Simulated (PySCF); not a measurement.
# Cr(OH)₂: quintet, from a linear start

Aim: relax Cr(OH)₂ as a quintet from a linear start, check by its vibrations whether the end is a minimum, and collect its spectrum and constants.

Computed with PySCF 2.14.0. Level: PBE0, basis Cr def2-SVP, O def2-SVP, H def2-SVP, no relativity, density fitting.

## (1) The system as given

5 atoms, charge 0, spin multiplicity 5.

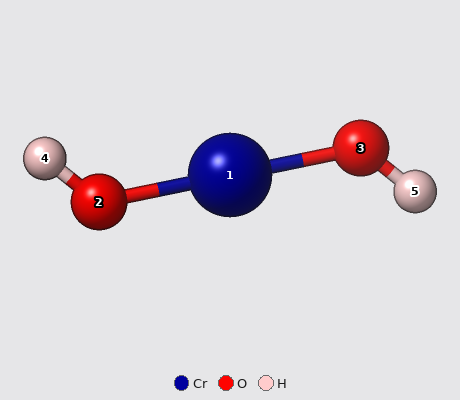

As it starts; chromium blue, oxygen red, hydrogen pink; atoms are numbered from 1 in the order of the file.

```xyz
5
charge 0 multiplicity 5
Cr    0.0000    0.0000    0.0000
O     0.0000    0.0000    1.8500
O     0.0000    0.0000   -1.8500
H    -0.7354    0.0000    2.4671
H     0.7354    0.0000   -2.4671
```

## (2) Linear start, quintet: relaxation

The steps below are one call of a driver around PySCF. For each, scf.py gives the equivalent set-up of the SCF; relaxations use the driver's own optimiser. Before each start the driver seeks the lowest SCF state from one or more starting densities and follows internal instabilities, so scf.py alone need not reach the same state.

The program finds C2h symmetry in the start, which this walk keeps. The walk stops when the largest gradient is under 0.0003 Eh/bohr and the energy has settled too.

The input, scf.py:

```python
from pyscf import gto, scf, dft
mol = gto.M(atom='''
Cr     0.000000     0.000000     0.000000
O     -0.000000     0.000000     1.850000
O      0.000000     0.000000    -1.850000
H     -0.735400     0.000000     2.467100
H      0.735400     0.000000    -2.467100''',
    basis={'Cr': 'def2-SVP', 'O': 'def2-SVP', 'H': 'def2-SVP'},
    charge=0, spin=4)
mf = dft.UKS(mol, xc='PBE0')
mf.grids.atom_grid = (50, 194)
aux = {'Cr': 'def2-universal-JKFIT', 'O': 'def2-universal-JKFIT', 'H': 'def2-universal-JKFIT'}
mf = mf.density_fit(auxbasis=aux)
mf.kernel()
```

The optimiser's trace:

```tsv
step	energy (Eh)	change (kJ/mol)	largest symmetric gradient (Eh/bohr)
0	-1195.523904	0.00	0.02368
1	-1195.526385	-6.51	0.00520
2	-1195.526609	-7.10	0.00086
3	-1195.526617	-7.12	0.00017
4	-1195.526618	-7.13	0.00017
```

The walk needed 20 s of wall time on 4 threads, shared host.

Geometry (Å) and forces (eV/Å) at some steps:

```
step 0
Cr   0.000   0.000   0.000   0.000   0.000   0.000
O    0.000   0.000   1.850   0.109   0.000  -1.218
O    0.000   0.000  -1.850  -0.109   0.000   1.218
H   -0.735   0.000   2.467  -0.082   0.000  -0.007
H    0.735   0.000  -2.467   0.082   0.000   0.007
step 1
Cr   0.000   0.000   0.000   0.000   0.000   0.000
O    0.005   0.000   1.808  -0.104   0.000  -0.267
O   -0.005   0.000  -1.808   0.104   0.000   0.267
H   -0.729   0.000   2.434   0.106   0.000  -0.106
H    0.729   0.000  -2.434  -0.106   0.000   0.106
step 2
Cr   0.000   0.000   0.000   0.000   0.000   0.000
O    0.004   0.000   1.790   0.007   0.000   0.044
O   -0.004   0.000  -1.790  -0.007   0.000  -0.044
H   -0.724   0.000   2.417  -0.016   0.000   0.029
H    0.724   0.000  -2.417   0.017   0.000  -0.029
step 3
Cr   0.000   0.000   0.000   0.000   0.000   0.000
O    0.004   0.000   1.793  -0.009   0.000  -0.008
O   -0.004   0.000  -1.793   0.010   0.000   0.008
H   -0.724   0.000   2.420   0.003   0.000   0.006
H    0.724   0.000  -2.420  -0.003   0.000  -0.006
step 4
Cr   0.000   0.000   0.000   0.000   0.000   0.000
O    0.003   0.000   1.792  -0.010   0.000  -0.006
O   -0.003   0.000  -1.792   0.010   0.000   0.006
H   -0.724   0.000   2.421   0.004   0.000   0.004
H    0.724   0.000  -2.421  -0.004   0.000  -0.004
```

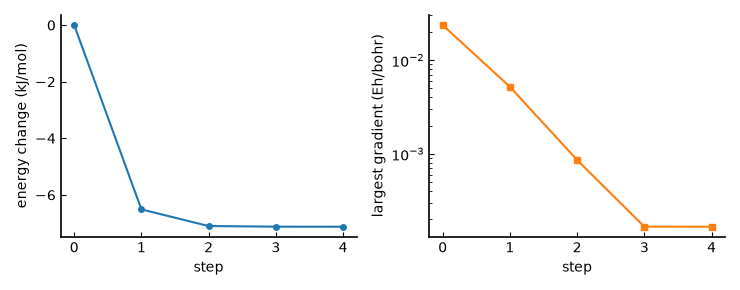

Energy and largest gradient along the walk.

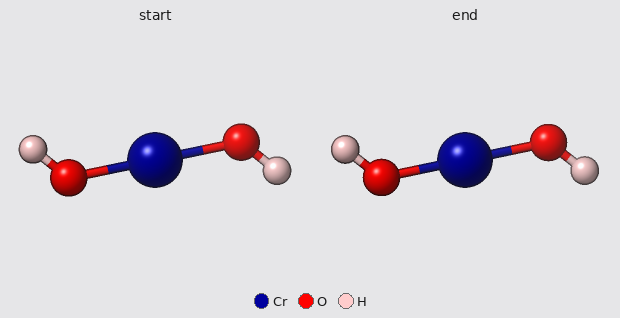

Start and end of the relaxation.

End point (C2h, 4 steps, 7.1 kJ/mol gained): Cr–O 1.792 Å (×2), O–H 0.961 Å (×2); Cr–O–H 130.7° (×2), O–Cr–O 180.0°.

## (3) Vibrations and properties at this point

The point is checked on the finer grid, and tightened if its gradient asks for it. The Hessian and the dipole derivatives come from central differences of analytic gradients, with steps of 0.01 bohr.

Changes to scf.py since step 2:

```diff
@@ -3,5 +3,5 @@
-Cr     0.000000     0.000000     0.000000
-O     -0.000000     0.000000     1.850000
-O      0.000000     0.000000    -1.850000
-H     -0.735400     0.000000     2.467100
-H      0.735400     0.000000    -2.467100''',
+Cr     0.000000     0.000000    -0.000000
+O      0.002190     0.000000     1.791652
+O     -0.002190     0.000000    -1.791652
+H     -0.723595     0.000000     2.421866
+H      0.723595     0.000000    -2.421866''',
@@ -11 +11 @@
-mf.grids.atom_grid = (50, 194)
+mf.grids.atom_grid = (75, 302)
```

This SCF starts from the last density.

SCF at the final geometry:

```text
init E= -1195.52652034673
[... the frontier-level lines of each cycle are left out ...]
cycle= 1 E= -1195.52652034682  delta_E= -9.25e-11  |g|= 7.69e-06  |ddm|= 2.13e-05
Extra cycle  E= -1195.52652034677  delta_E= 4.55e-11  |g|= 1.58e-05  |ddm|= 2.14e-05
converged SCF energy = -1195.52652034677  <S^2> = 6.0530176  2S+1 = 5.0211622
```

The whole step took 1.9 min.

Geometry: C2h; Cr–O 1.792 Å (×2), O–H 0.961 Å (×2); Cr–O–H 130.9° (×2), O–Cr–O 180.0°.

Harmonic modes (main isotopes):

```
symmetry  ω (cm⁻¹)  IR (km/mol)
      au       90i          0.2
      bu       159         12.8
      bu       455          315
      ag       474          0.0
      au       553          208
      ag       637          0.0
      bu       776          213
      bu      3927          191
      ag      3930          0.0
```

With 1 mode imaginary (up to 90i cm⁻¹) this point is a saddle.

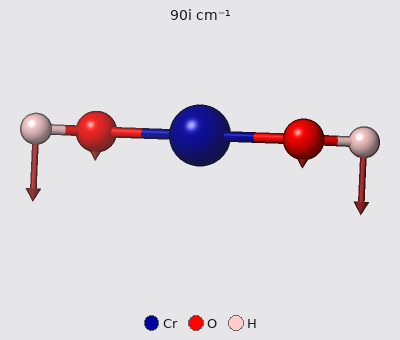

The imaginary mode, as arrows.

Constants and moments:

```yaml
Dipole_moment: 0.00 D
Highest_occupied_level: -5.92 eV
Lowest_empty_level: -2.11 eV
Rotational_constants: 17.68, 0.1471, 0.1459 cm⁻¹
Zero-point_energy_real_modes: 65.3 kJ/mol
Principal_polarisabilities: 22.8, 25.6, 48.3 bohr³
Atomisation_energy_without_zero-point_energy: 1566 kJ/mol
Principal_traceless_quadrupole_moments_about_the_centre_of_mass: -10.24, -0.26, 10.50 D Å
Spin_squared_⟨S²⟩: 6.053
```

Populations by atom (charges in e):

```json
{"atom": "Cr1", "Mulliken": "0.73", "Löwdin": "0.38", "polar tensor": "1.10", "spin (Mulliken)": "4.18", "Mayer order to Cr1": "–"}
{"atom": "O2,3", "Mulliken": "-0.55", "Löwdin": "-0.26", "polar tensor": "-0.84", "spin (Mulliken)": "-0.10", "Mayer order to Cr1": "1.04"}
{"atom": "H4,5", "Mulliken": "0.18", "Löwdin": "0.07", "polar tensor": "0.29", "spin (Mulliken)": "0.01", "Mayer order to Cr1": "0.02"}
```

Mulliken populations on Cr1: s 6.51, p 12.33, d 4.43, f 0.01.

## (4) Following the imaginary mode

The start is the last point, displaced along its most imaginary mode.

The program finds C2 symmetry in the start, which this walk keeps.

Changes to scf.py since step 3:

```diff
@@ -3,5 +3,5 @@
-Cr     0.000000     0.000000    -0.000000
-O      0.002190     0.000000     1.791652
-O     -0.002190     0.000000    -1.791652
-H     -0.723595     0.000000     2.421866
-H      0.723595     0.000000    -2.421866''',
+Cr     0.000000    -0.071633     0.000000
+O      0.002190     0.100555     1.791652
+O     -0.002190     0.100555    -1.791652
+H     -0.723595     0.250000     2.421866
+H      0.723595     0.250000    -2.421866''',
@@ -11 +11 @@
-mf.grids.atom_grid = (75, 302)
+mf.grids.atom_grid = (50, 194)
```

The optimiser's trace:

```tsv
step	energy (Eh)	change (kJ/mol)	largest symmetric gradient (Eh/bohr)
0	-1195.526560	0.00	0.00845
1	-1195.526919	-0.94	0.00247
2	-1195.526966	-1.07	0.00154
3	-1195.527084	-1.38	0.00458
4	-1195.527421	-2.26	0.01060
5	-1195.527520	-2.52	0.00889
6	-1195.527612	-2.76	0.00417
7	-1195.527882	-3.47	0.00531
8	-1195.528079	-3.99	0.00360
9	-1195.528192	-4.28	0.00280
10	-1195.528266	-4.48	0.00125
11	-1195.528295	-4.56	0.00156
12	-1195.528311	-4.60	0.00079
13	-1195.528315	-4.61	0.00058
14	-1195.528316	-4.61	0.00010
```

The walk took 56 s.

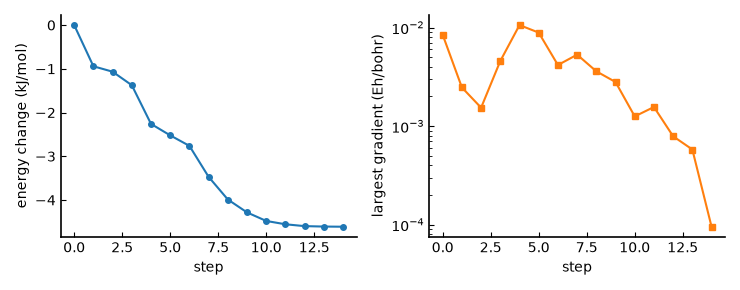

How energy and gradient fall.

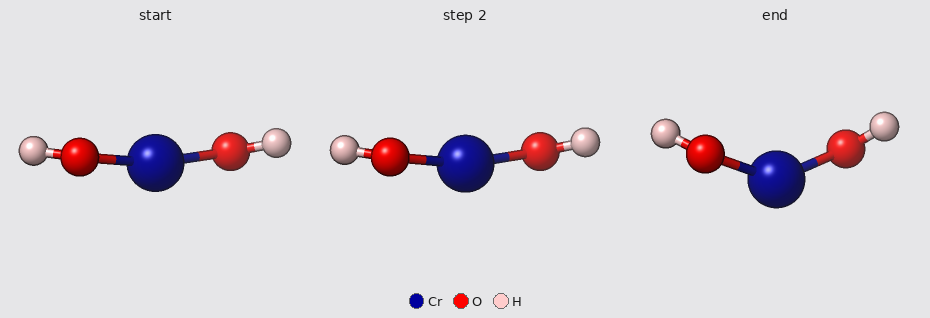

Start and end of the relaxation, with a step between.

End point (C2, 14 steps, 4.6 kJ/mol gained): Cr–O 1.785 Å (×2), O–H 0.962 Å (×2); Cr–O–H 125.7° (×2), O–Cr–O 143.5°.

## (5) Is it a minimum? Harmonic modes

The same treatment as at the point before.

Changes to scf.py since step 4:

```diff
@@ -3,5 +3,5 @@
-Cr     0.000000    -0.071633     0.000000
-O      0.002190     0.100555     1.791652
-O     -0.002190     0.100555    -1.791652
-H     -0.723595     0.250000     2.421866
-H      0.723595     0.250000    -2.421866''',
+Cr    -0.000000    -0.231406    -0.000000
+O      0.044191     0.325993     1.695609
+O     -0.044191     0.325993    -1.695609
+H     -0.677256     0.757739     2.163541
+H      0.677256     0.757739    -2.163541''',
@@ -11 +11 @@
-mf.grids.atom_grid = (50, 194)
+mf.grids.atom_grid = (75, 302)
```

Log of the central SCF (cycles and frontier levels):

```text
init E= -1195.52826971357
[... the frontier-level lines of each cycle are left out ...]
cycle= 1 E= -1195.52826971303  delta_E= 5.4e-10  |g|= 4.27e-05  |ddm|= 4.28e-05
cycle= 2 E= -1195.5282697104  delta_E= 2.63e-09  |g|= 8.99e-05  |ddm|= 8.79e-05
cycle= 3 E= -1195.52826971374  delta_E= -3.35e-09  |g|= 6.46e-06  |ddm|= 6.31e-05
cycle= 4 E= -1195.52826971377  delta_E= -2.43e-11  |g|= 1.23e-06  |ddm|= 6.09e-06
Extra cycle  E= -1195.52826971376  delta_E= 7.96e-12  |g|= 2.28e-06  |ddm|= 2.7e-06
converged SCF energy = -1195.52826971376  <S^2> = 6.0417086  2S+1 = 5.0166557
```

The whole step took 91 s.

Geometry: C2; Cr–O 1.785 Å (×2), O–H 0.962 Å (×2); Cr–O–H 125.7° (×2), O–Cr–O 143.6°.

Modes, for the most abundant isotopes:

```
symmetry  ω (cm⁻¹)  IR (km/mol)
       a       105          3.1
       b       315         46.1
       a       402          148
       b       538          315
       a       612          0.2
       a       666         56.9
       b       766          184
       b      3913          140
       a      3915         43.8
```

Every mode is real; the point is a minimum.

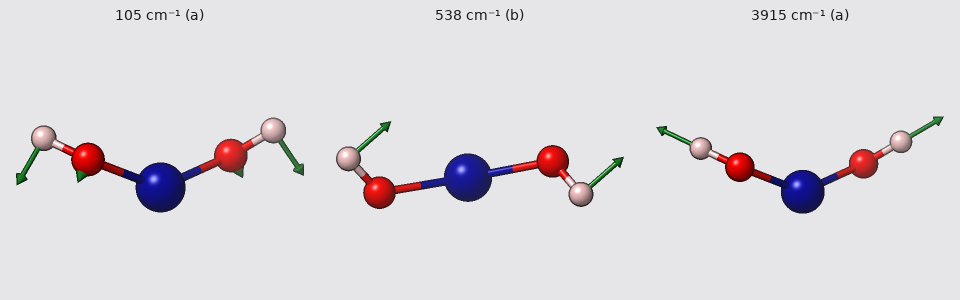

How the atoms move in 3 of the modes.

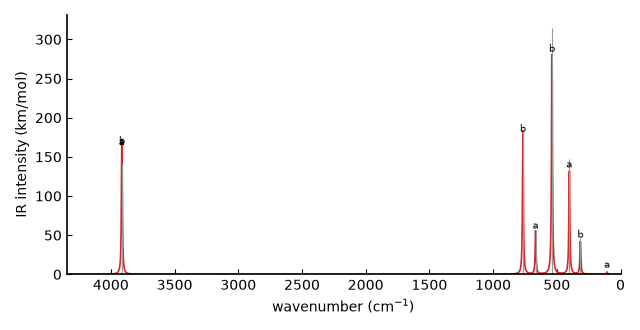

The harmonic infrared spectrum (widths in cm⁻¹). Lines are broadened to a width of 8 cm⁻¹ (Lorentzian).

Constants and moments:

| Property | Result |
| --- | --- |
| Dipole moment | 0.39 D |
| Highest occupied level | -5.85 eV |
| Lowest empty level | -1.69 eV |
| Rotational constants | 2.026, 0.1646, 0.155 cm⁻¹ |
| Zero-point energy | 67.2 kJ/mol |
| Principal polarisabilities | 26.1, 28.6, 42.3 bohr³ |
| Atomisation energy without zero-point energy | 1570 kJ/mol |
| Principal traceless quadrupole moments about the centre of mass | -11.01, 2.44, 8.58 D Å |
| Entropy at 298.15 K and 1 bar (electronic part: spin only) | 298.3 J/(mol K) |
| Heat capacity Cp at 298.15 K | 70.2 J/(mol K) |
| Enthalpy at 298.15 K above 0 K | 15.17 kJ/mol |
| Rotational symmetry number | 2 |
| Spin squared ⟨S²⟩ | 6.042 |

Charges (e) and bond orders:

```
atom  Mulliken  Löwdin  polar tensor  spin (Mulliken)  Mayer order to Cr1
 Cr1      0.73    0.37          1.18             4.15                   –
O2,3     -0.55   -0.26         -0.87            -0.08                1.04
H4,5      0.18    0.07          0.28             0.01                0.02
```

Mulliken populations on Cr1: s 6.48, p 12.34, d 4.44, f 0.01.

## (6) The points found, side by side

| spin | group | bonds | imaginary modes (cm⁻¹) | ΔE (kJ/mol) | with zero-point energy |
| --- | --- | --- | --- | --- | --- |
| quintet | C2 | Cr–O 1.785 Å (×2), O–H 0.962 Å (×2) | none | 0.0 | 0.0 |
| quintet | C2h | Cr–O 1.792 Å (×2), O–H 0.961 Å (×2) | 90i | 4.6 | – |

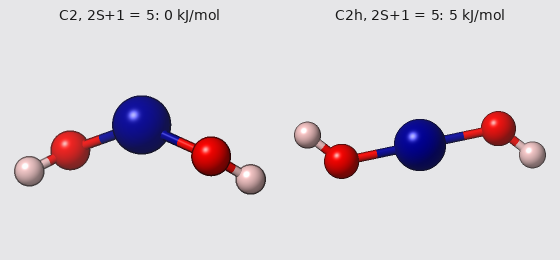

The points, lowest first (chromium blue, oxygen red, hydrogen pink).

## (7) Results

```
                                          quantity                                                                              value
                                           minimum                                                                        quintet, C2
                                          geometry             Cr–O 1.785 Å (×2), O–H 0.962 Å (×2); Cr–O–H 125.7° (×2), O–Cr–O 143.6°
                                wavenumbers (cm⁻¹)  105 (a), 315 (b), 402 (a), 538 (b), 612 (a), 666 (a), 766 (b), 3913 (b), 3915 (a)
                                     dipole moment                                                                             0.39 D
highest occupied, lowest empty level (either spin)                                                                    -5.85, -1.69 eV
                        polar-tensor charge of Cr1                                                                            +1.18 e
                                 zero-point energy                                                                        67.2 kJ/mol
                               entropy at 298.15 K                                                                    298.3 J/(mol K)
         atomisation energy (no zero-point energy)                                                                        1570 kJ/mol
                                              ⟨S²⟩                                                                              6.042
```

The linear start (C2h) ends in a minimum of C2 symmetry, after a stop at a saddle point 4.6 kJ/mol higher, from which it was pushed off along an imaginary mode. The strongest infrared band lies at 538 cm⁻¹ (b). Most of the spin sits on Cr1 (Mulliken spin 4.15, against 4 for the whole molecule). Other starts or spin states, not run here, may lie lower. One determinant may miss the lowest occupation of an open d or f shell.

The search up to here needed 5.2 min of wall time on 4 threads, shared host.
